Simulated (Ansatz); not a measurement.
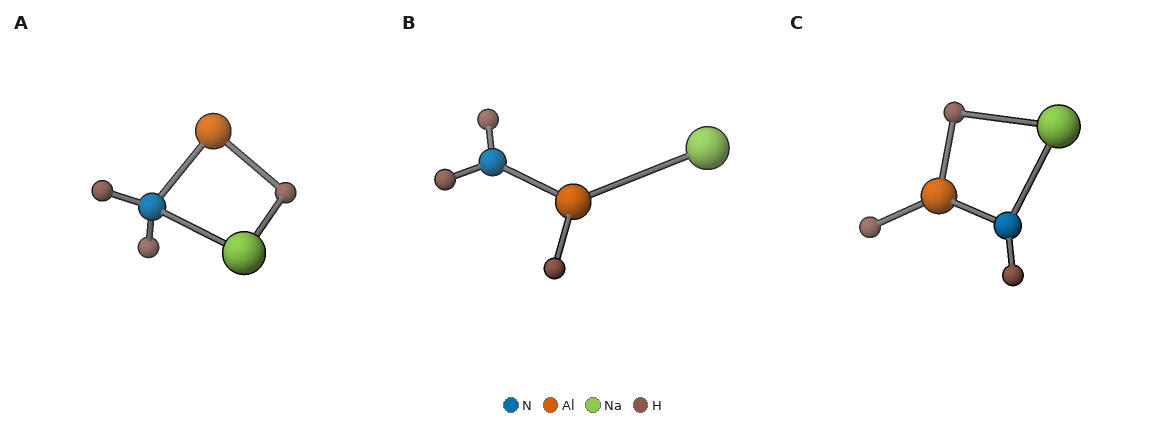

3 stationary structures of one formula. Geometries: PBE0-D4/def2-TZVP. Electronic energies: PBE-D4/def2-TZVPP (Ansatz 0.2.0), without zero-point energy. No frequency run is at hand to confirm each as a minimum.

**Which is lowest in energy, and by how much?**

B is lowest (Cs); C lies 0.042 eV above it (Cs), A lies 0.325 eV above it (C1).
